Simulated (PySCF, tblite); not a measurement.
# C₅H₂FNO: geometry, infrared bands, NMR shifts and spin-spin couplings

Wanted: the infrared bands, NMR shifts and spin-spin couplings of C₅H₂FNO (`C#Cc1ncc(F)o1`), by calculation.

Computed with tblite 0.8.0 and PySCF 2.14.0, with density-fitted response routines of our own, on a single molecule in the gas phase. Atoms count from 0, in the outputs and in this text.

## Step 1: Starting geometry

10 atoms, charge 0, multiplicity 1; geometry from: force field or distance geometry start.

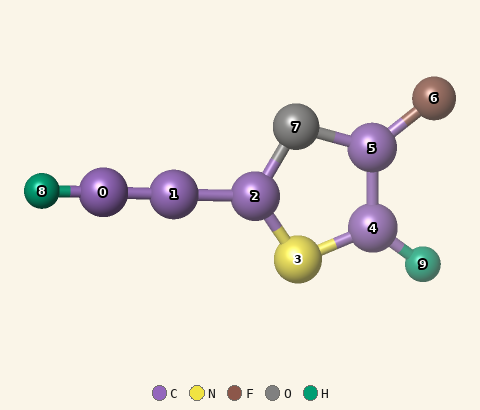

As it starts; carbon purple, nitrogen yellow, fluorine brown, oxygen grey, hydrogen teal, atoms numbered.

## Step 2: Optimising the geometry with GFN2-xTB

The job: settings as JSON, then the geometry in Å.

```
{"job": {"kind": "relax", "xc": "GFN2-xTB", "basis": "xTB"}, "charge": 0, "multiplicity": 1}
C      2.981800    -0.006800     0.467900
C      1.771700     0.049900     0.367600
C      0.374700     0.102200     0.272500
N     -0.371500     1.180700     0.033800
C     -1.650400     0.668900     0.043400
C     -1.625400    -0.684800     0.258200
F     -2.680300    -1.495900     0.317200
O     -0.313700    -1.059000     0.418000
H      4.039200    -0.047500     0.550400
H     -2.517200     1.297000    -0.122900
```

Command:

```console
OMP_NUM_THREADS=1 python probes_run.py task.json out
```

The driver reads the jobs from task.json and runs them one after another.

**Question.** This job is followed by: GFN2-xTB harmonic vibrations, gas phase; GIAO PBE0/pcSseg-1 NMR shielding, non-relativistic, gas phase; B3LYP/pcJ-1 indirect spin-spin coupling, non-relativistic, gas phase. What will the session give for the following? strongest single infrared mode (GFN2-xTB); zero-point energy (GFN2-xTB); ¹³C shifts against TMS (PBE0/pcSseg-1); ¹H shifts against TMS (PBE0/pcSseg-1); ¹⁵N shifts against NH3 (PBE0/pcSseg-1); ¹⁹F shifts against CFCl3 (PBE0/pcSseg-1); ¹⁷O shifts against H2O (PBE0/pcSseg-1); largest coupling of the table (B3LYP/pcJ-1).

**Answer**, as computed:

```
                                   quantity                                value
  strongest single infrared mode (GFN2-xTB)                1586 cm⁻¹, 212 km/mol
               zero-point energy (GFN2-xTB)                        36.2 kcal/mol
     ¹³C shifts against TMS (PBE0/pcSseg-1)  168.0, 140.6, 110.1, 88.1, 76.9 ppm
      ¹H shifts against TMS (PBE0/pcSseg-1)                       6.75, 2.73 ppm
     ¹⁵N shifts against NH3 (PBE0/pcSseg-1)                            325.0 ppm
   ¹⁹F shifts against CFCl3 (PBE0/pcSseg-1)                           -128.1 ppm
     ¹⁷O shifts against H2O (PBE0/pcSseg-1)                            327.3 ppm
largest coupling of the table (B3LYP/pcJ-1)             ¹J(C,F) C5–F6, -380.0 Hz
```

In words: The optimisation took 16 steps and gained 0.176 eV; among the close pairs (by a distance rule), C5–O7 changed most, from 1.373 to 1.339 Å. No mode is imaginary among the 24: a minimum at this level. The strongest single mode, at 1586 cm⁻¹, moves mainly C5. Unscaled tight-binding wavenumbers are off by several per cent, some by more. Its intensities can rank the bands wrongly. At PBE0/pcSseg-1: Shielding is most anisotropic at N3 (span 518 ppm, paramagnetic term -387 ppm). NICS(1)zz of -23 ppm above the planar ring from C2 marks a diatropic (aromatic) ring current. In the run at B3LYP/pcJ-1, the largest coupling of the table is C5–F6, -380.0 Hz, of which the Fermi-contact term gives -356.8 Hz.
